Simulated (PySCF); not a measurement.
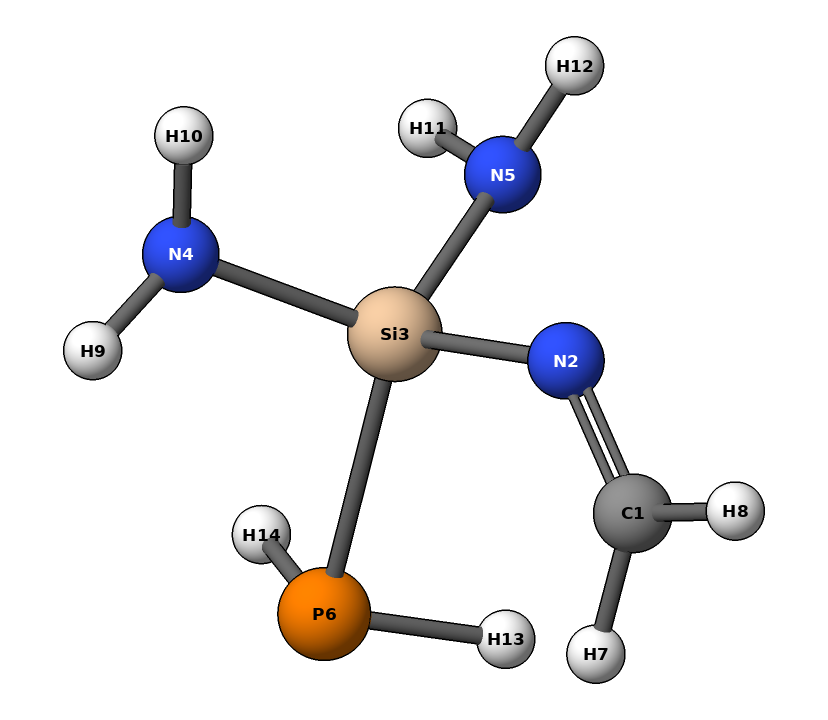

The questions are on isotropic NMR shieldings of the N atoms. The computed structure is the end point of a GFN2-xTB optimisation. No frequency run is at hand to confirm it as a minimum. Method: GIAO PBE0/pcSseg-1 NMR shielding, non-relativistic, gas phase (PySCF 2.14.0).

List the isotropic NMR shieldings of the N atoms.

```
atom  σ (ppm)
  N2   −168.7
  N4    225.0
  N5    234.9
```

The geometry is semi-empirical. Around P, Si such bond lengths and angles can be off by a tenth of an ångström or more and by several degrees, and values that hang on the shape move with them.
